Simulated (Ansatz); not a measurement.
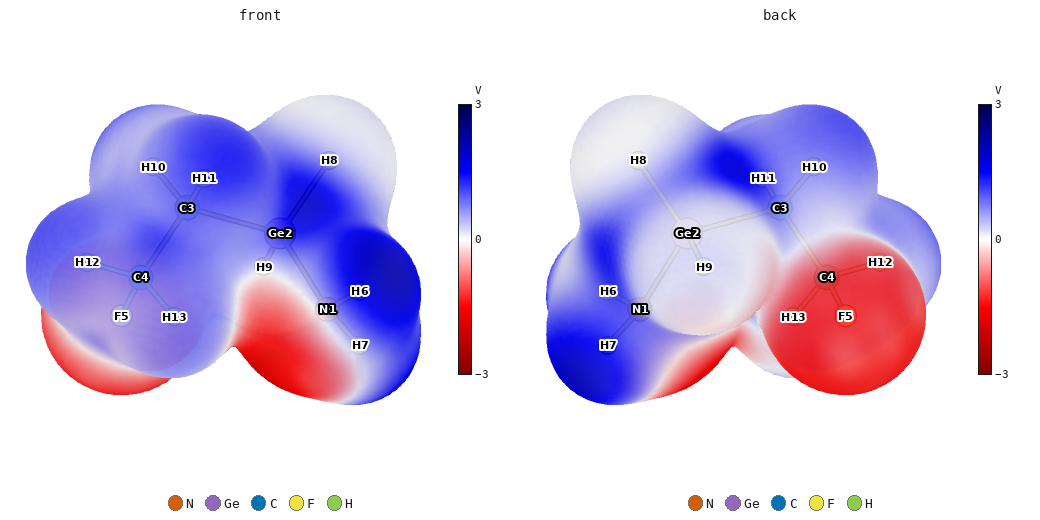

Figure 1: C$_{2}$H$_{8}$FGeN. The electrostatic potential painted on the density surface at 0.004 e/bohr³, seen from the front and from behind; red is negative and blue positive.

Level of theory: RKS PBE0-D4/def2-SVP in Ansatz.

```xyz
13

N    -1.9371    0.0936   -0.6951
Ge   -0.5715   -1.1417   -0.6143
C     0.7367   -0.4193    0.6576
C     1.1080    1.0097    0.3384
F     1.6178    1.0900   -0.9397
H    -2.6247    0.0257    0.0505
H    -2.4325    0.1094   -1.5821
H    -1.0289   -2.5375   -0.1167
H    -0.0086   -1.2690   -2.0383
H     1.6310   -1.0634    0.6664
H     0.2949   -0.4688    1.6668
H     1.8753    1.3963    1.0325
H     0.2183    1.6595    0.3914
```

Q: Which sites attract a positive test charge, and which a negative one?

A: A positive charge is drawn to the negative regions and a negative charge to the positive ones. The most negative region (about −1.8 V) lies over N1, the most positive (about +2.0 V) over H6 and H7. N1 is the likeliest acceptor of a hydrogen bond.
